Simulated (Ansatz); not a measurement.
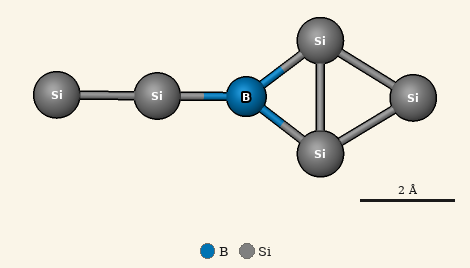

The input geometry (ball-and-stick view, seen at a tilt).

**Single-point calculation, with input and output: BSi5 (charge −1)**

- system: BSi5, charge −1
- method: RHF-CCSD(T), frozen core/def2-TZVPPD (Ansatz 0.2.0)

The geometry comes from this level: PBE-D4/def2-SVPD.

## Input file
```yaml
crystal:
  periodic: [false, false, false]
  atoms:
    - {symbol: B, position_ang: [-0.048190, 0.011577, 0.119603]}
    - {symbol: Si, position_ang: [-0.485794, 0.338307, -1.795992]}
    - {symbol: Si, position_ang: [-1.578495, 0.270055, 3.857516]}
    - {symbol: Si, position_ang: [1.297096, -0.230384, -3.169724]}
    - {symbol: Si, position_ang: [-0.766473, 0.142707, 1.874287]}
    - {symbol: Si, position_ang: [1.581856, -0.532263, -0.885680]}
basis:
  gaussian: {orbitals: "def2-TZVPPD.json", initial_orbitals: start.molden}
total_charge: -1
correlation: {method: ccsd_t}
scf: {omitted_lower_state_checks: [starts]}
output: {orbitals: {seedname: orbitals}}
```

Launched with:
```bash
ansatz run in.yaml --threads 4 --pin off --events-out ev --progress --plain --max-ram 4787MiB
```

## Output
```
Functional definition: HF
  name "HF"
  cite "Fock, Z. Phys. 61, 126 (1930) doi:10.1007/BF01340294"
  parent pbe
  exchange = exact_x
  correlation = 0
these checks for a lower state are left out or cut short: starts
1647 factors; integrals over basis functions are off by at most 7.0e-4 eV
mean field evaluation 1: about -39978.1180 eV, gradient 3.8e1 eV
mean field evaluation 2: about -39979.1816 eV, gradient 1.5e0 eV
mean field evaluation 4: about -39979.8295 eV, gradient 2.4e0 eV
mean field evaluation 8: about -39979.8577 eV, gradient 2.8e-3 eV
mean field evaluation 16: about -39966.6097 eV, gradient 2.3e1 eV
mean field evaluation 32: about -39971.1712 eV, gradient 1.6e0 eV
mean field evaluation 64: about -39964.9969 eV, gradient 4.0e1 eV
mean field evaluation 96: about -39970.6271 eV, gradient 3.0e1 eV
mean field evaluation 128: about -39973.4731 eV, gradient 7.7e0 eV
mean field -39979.85773895 eV, -1469.2326725855 hartree, gradient 4.0e-6 eV, S^2 0.000000; 1 other end points of the search recorded, 0 dependent functions left out; unrestricted orbitals would lower it
determinant -39979.85773895 eV, -1469.2326725855 hartree, with singles and doubles -39998.96021536 eV, -1469.9346756454 hartree
determinant -39977.52497269 eV, -1469.1469450067 hartree, with singles and doubles -39996.48014584 eV, -1469.8435347718 hartree
26 core orbitals not correlated: weight in the atoms' cores, before any rotation towards them, 1.000 or more for the frozen orbitals, at most 0.000 for the correlated occupied ones
reference -39979.85773895 eV, -1469.2326725855 hartree; 12, 12 occupied and 239, 239 virtual orbitals, 1647 factors
second order -18.48310484 eV of doubles, -0.00000000 eV of singles
cycle   1  -18.79963189 eV  change   -6.5e-1 eV  update   3.6e-2
cycle   2  -18.87231345 eV  change   -7.3e-2 eV  update   1.0e-2
cycle   3  -18.86237729 eV  change    9.9e-3 eV  update   6.6e-3
cycle   4  -18.86194156 eV  change    4.4e-4 eV  update   3.4e-3
cycle   5  -18.86556576 eV  change   -3.6e-3 eV  update   2.5e-3
cycle   6  -18.86626930 eV  change   -7.0e-4 eV  update   1.3e-3
cycle   7  -18.86634926 eV  change   -8.0e-5 eV  update   6.8e-4
cycle   8  -18.86673638 eV  change   -3.9e-4 eV  update   4.1e-4
cycle   9  -18.86675501 eV  change   -1.9e-5 eV  update   2.6e-4
cycle  10  -18.86664975 eV  change    1.1e-4 eV  update   1.1e-4
cycle  11  -18.86661344 eV  change    3.6e-5 eV  update   5.7e-5
cycle  12  -18.86663306 eV  change   -2.0e-5 eV  update   2.0e-5
```

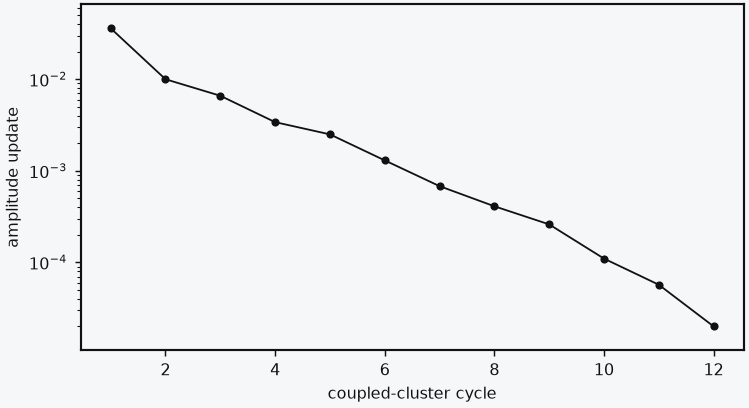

Convergence of the coupled-cluster equations: amplitude update against the coupled-cluster cycle. The residual falls at every step.

```
perturbative correction -1.86088739 eV, -0.0683863502 hartree
Total energy: -40000.58525939 eV, -1469.9943949122 hartree
Checks for a lower state left out: starts
```

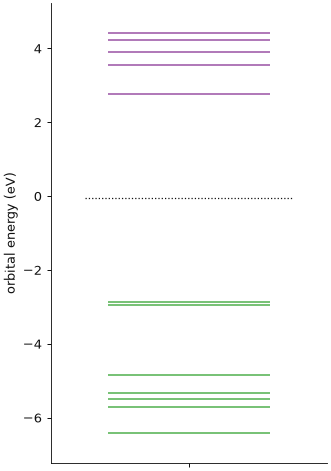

Orbital energies near the frontier; the dotted line parts filled from empty levels, and levels within 0.02 eV of each other stand side by side. Highest filled −2.87 eV, lowest empty 2.76 eV, 5.63 eV apart.

## Key numbers

```tsv
quantity	value
outcome	converged
total energy	−40000.5853 eV
mean-field energy	−39979.8577 eV
CCSD correlation	−18.8666 eV
(T) correction	−1.8609 eV
T1 diagnostic	0.032
SCF solution under orbital rotations	stable within restricted orbitals
HOMO	−2.87 eV
LUMO	2.76 eV
hardware	4 threads of Arm Neoverse V2, 23 GiB of memory available, shared host
wall time	8.6 min (CPU time 34 min)
peak memory	2.6 GiB
```
